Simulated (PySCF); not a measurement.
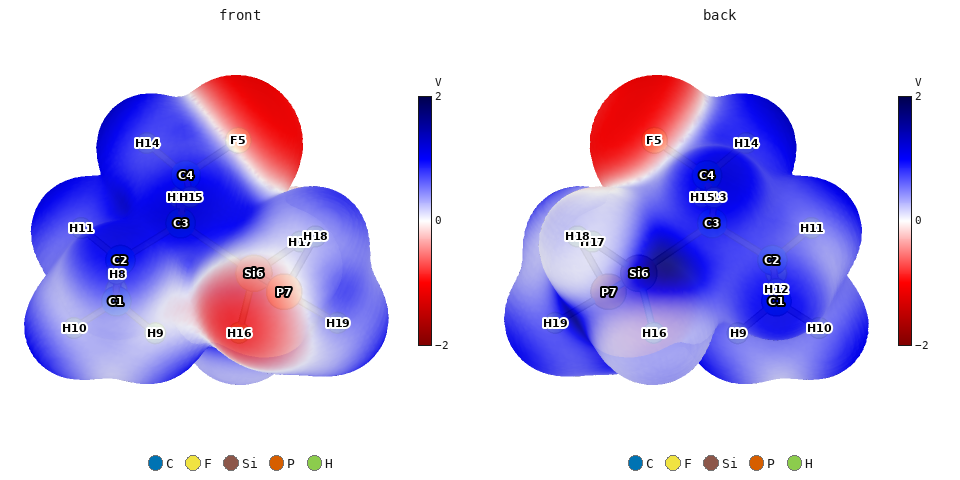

The picture shows: C4H12FPSi. The molecular electrostatic potential painted on the density surface at 0.004 e/bohr³, seen from the front and from behind; red is negative and blue positive.

Geometry: GFN2-xTB.

Theory: PySCF, PBE0/def2-SVPD, SCF density, gas phase.

The calculation's input:

```
{"job": {"kind": "uv", "xc": "PBE0", "basis": "def2-SVPD", "nstates": 8, "ntriplets": 3}, "charge": 0, "multiplicity": 1}
C     -1.141242    -1.620278    -0.393140
C     -1.245849    -0.264380    -1.079643
C     -0.351503     0.817580    -0.472199
C     -0.790842     1.173029     0.938244
F     -0.021607     2.211472     1.416260
Si     1.521829     0.391667    -0.488611
P      2.001919    -0.767355     1.367470
H     -1.483723    -1.567810     0.637154
H     -0.111993    -1.974701    -0.395687
H     -1.755058    -2.350551    -0.916366
H     -2.287077     0.072154    -1.049181
H     -0.970487    -0.377841    -2.130468
H     -0.481337     1.720765    -1.077290
H     -1.833315     1.509590     0.979353
H     -0.643050     0.339550     1.634417
H      1.805351    -0.461446    -1.649418
H      2.280363     1.639943    -0.628874
H      2.136360     0.340714     2.183399
H      3.361458    -0.822852     1.117117
```

Launched as:

```sh
OMP_NUM_THREADS=1 python probes_run.py task.json out
```

### Which sites attract a positive test charge, and which a negative one?

A positive charge is drawn to the negative regions and a negative charge to the positive ones. The most negative region (about −1.1 V) lies over F5, the most positive (about +1.5 V) over Si6.
